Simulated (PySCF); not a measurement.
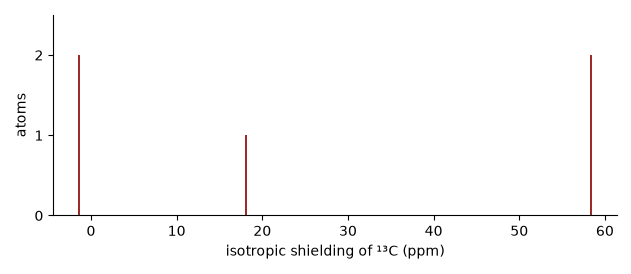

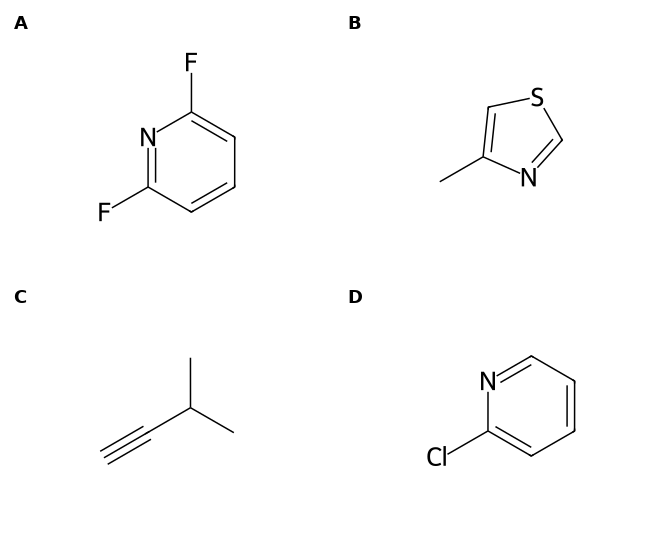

The sticks are computed shieldings of one of the molecules, for one fixed geometry (PBE0-D3(BJ)/def2-TZVP) without averaging over rotations. Low shielding means a high chemical shift. Method: GIAO WP04/pcSseg-2 NMR shielding, non-relativistic, IEF-PCM chloroform (PySCF 2.14.0).

### Which molecule gives this pattern?

A, `Fc1cccc(F)n1`. Its 5 C atoms give lines at −1.4 (2 atoms), 18.1, 58.4 (2 atoms) ppm.
